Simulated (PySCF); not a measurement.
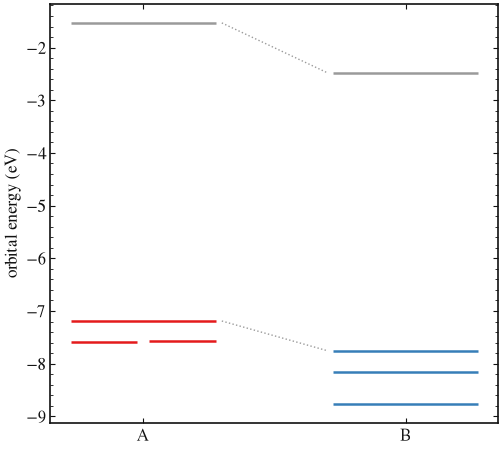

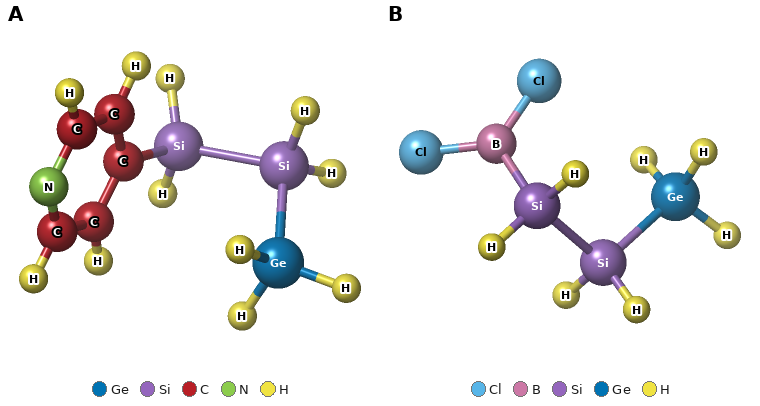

Related molecules: A is C₅H₁₁GeNSi₂, SMILES [GeH3][SiH2][SiH2]c1ccncc1, singlet; B is BGeSi₂H₇Cl₂, SMILES ClB(Cl)[SiH2][SiH2][GeH3], singlet. Frontier orbital energies, B3LYP/def2-SVPD with PySCF, at a PBE0-D3(BJ)/def2-SVP geometry (no frequency check); drawn are at most three filled levels and, in grey, the LUMO with any level within 0.03 eV of it; dotted lines join the HOMOs and the LUMOs.

> What does the change do to the frontier levels?

From A to B the HOMO falls by 0.56 eV and the LUMO falls by 0.94 eV, so the separation goes from 5.66 to 5.28 eV.

> Does the ΔSCF ionisation energy follow the HOMO?

A: −ε(HOMO) 7.19, ΔSCF 9.01 eV; B: −ε(HOMO) 7.75, ΔSCF 9.53 eV.

Caveats, for all or some of the runs: one conformer of a flexible molecule.
